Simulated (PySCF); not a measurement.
The calculation's input:

```
{"job": {"kind": "nmr", "xc": "PBE0", "basis": "pcSseg-1"}, "charge": 0, "multiplicity": 1}
C     -1.852134     0.055049     0.095196
C     -0.380317     0.237215    -0.039091
C      0.532337    -0.800141     0.163958
C      1.863659    -0.458174     0.000288
N      2.220480     0.778846    -0.329216
N      1.321777     1.685069    -0.500925
N      0.061564     1.450219    -0.366817
H     -2.355096     0.995643    -0.107951
H     -2.200669    -0.703100    -0.604446
H     -2.096939    -0.278506     1.102455
H      0.215300    -1.796752     0.430912
H      2.671236    -1.166055     0.129609
```

Launched as:

```sh
OMP_NUM_THREADS=1 python probes_run.py task.json out
```

Geometry: GFN2-xTB.

Method: PySCF, PBE0/pcSseg-1, SCF density, gas phase, non-relativistic.

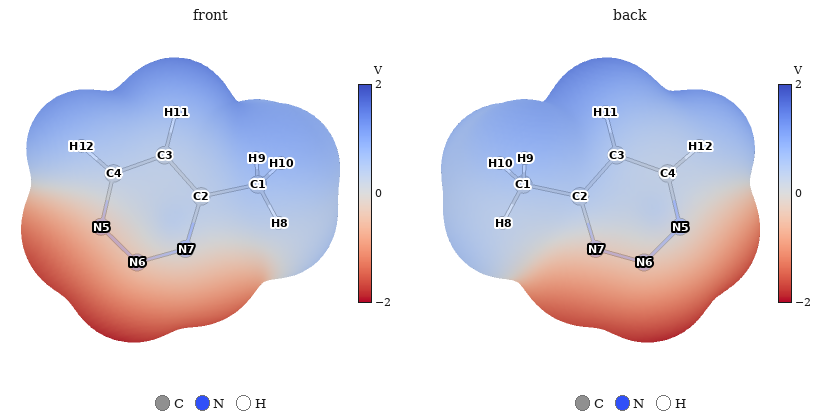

C4H5N3 (SMILES Cc1ccnnn1). The molecular electrostatic potential painted on the density surface at 0.001 e/bohr³, seen from the front and from behind; red is negative and blue positive.

Q: Describe the electrostatic potential map.

A: The most negative region (about −1.9 V) lies over N6, the most positive (about +1.4 V) over H11. N6 is the likeliest acceptor of a hydrogen bond.

Q: What dipole moment does the calculation give?

A: Its dipole moment is 5.34 D.
